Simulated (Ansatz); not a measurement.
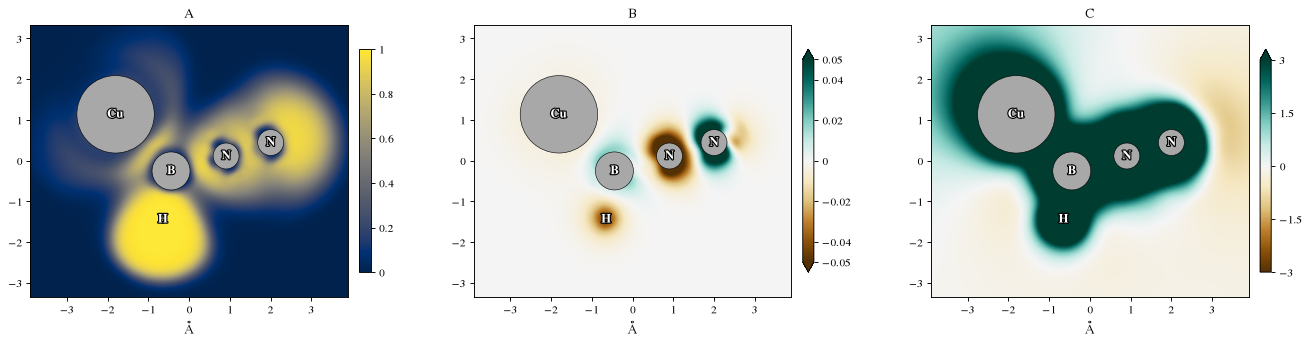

BCuHN2 (SMILES [N]=N[BH][Cu]) (doublet): 3 fields on the molecular plane, with unlabelled colour scales. Grey discs cover the atomic cores.

Geometry: PBE0-D3(BJ)/def2-SVP.

All numbers below come from Ansatz, isolated molecule in a Gaussian basis; Kohn-Sham density functional theory, functional PBE0.

> The panels show electron localisation function, electrostatic potential and spin density in some order. Assign them.

Panel A: electron localisation function. Panel B: spin density (confined to the atoms that carry the unpaired spin). Panel C: electrostatic potential (strongly positive close to the atoms, with negative regions outside electron-rich atoms). From the grid: N–N (1.14 Å): the ELF peaks at about 0.85 between the atoms; a short, multiple covalent bond. B–N (1.40 Å): the ELF peaks at about 0.90 between the atoms: a polar covalent bond.
